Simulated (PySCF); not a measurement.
**CClF₃···N₂: density, localisation and related maps**

Input

```
{"job": {"kind": "inter", "xc": "wB97M-D3(BJ)", "basis": "def2-SVPD", "pairs": false}, "charge": 0, "multiplicity": 1, "parts": [{"atoms": "0-4", "charge": 0, "multiplicity": 1}, {"atoms": "5-6", "charge": 0, "multiplicity": 1}]}
F     -0.689951    -0.776076     1.122928
C     -0.063481    -0.140827     0.148419
F     -0.479781     1.113547     0.123443
F     -0.369102    -0.716102    -1.000035
Cl     1.677455    -0.196111     0.413354
N      1.154788     2.863687    -3.021824
N      1.121159     1.854486    -2.591217
```

Launched as:

```sh
OMP_NUM_THREADS=1 python cluster_run.py task.json out
```

Geometry: PBE0-D3(BJ)/def2-SVPD.

Level of theory: PySCF, wB97M-D3(BJ)/def2-SVPD, SCF density, gas phase.

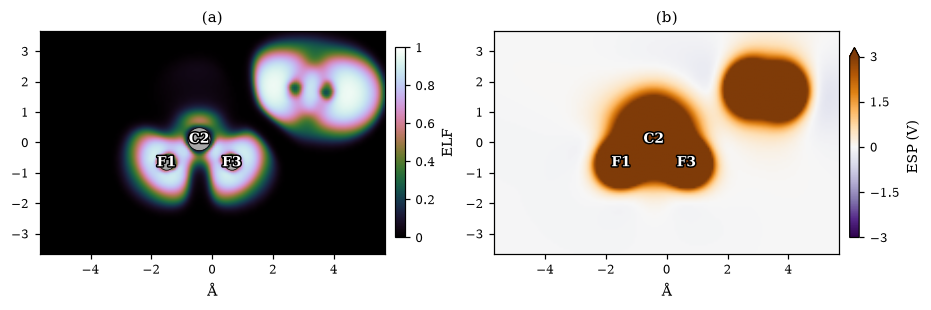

Figure 1. (a) ELF; (b) electrostatic potential on the plane of atoms F1, C2 and F3. Grey discs cover the atomic cores in the ELF map.

Read the bonding off the picture.

Answer.
- Atoms in the plane: F and C.
- C–F (1.32 Å): the ELF peaks at about 0.85 between the atoms (a shared but strongly polarised pair).
- The ELF also peaks beside F1, F3 and N6, away from the bonds: lone-pair regions.
- Outside the dense part of the complex the potential is most negative (−0.4 V) near N6, which lies off the plane.

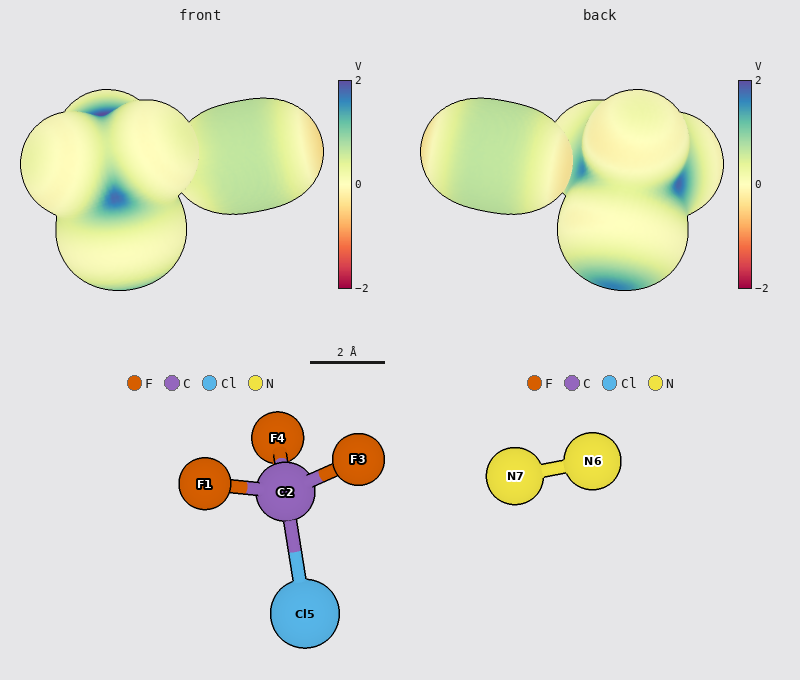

Figure 2. The molecular electrostatic potential painted on the density surface at 0.004 e/bohr³, seen from the front and from behind; red is negative and blue positive. The bare structure is drawn below in the same view.

Which sites attract a positive test charge, and which a negative one?

Answer. A positive charge is drawn to the negative regions and a negative charge to the positive ones. The most negative region (about −0.4 V) lies over N6, the most positive (about +1.7 V) over C2. Cl5 shows a σ-hole: about +1.6 V at the tip opposite its bond, against about 0.0 V on its flanks.

What dipole moment does the calculation give?

Answer. Its dipole moment is 0.37 D.
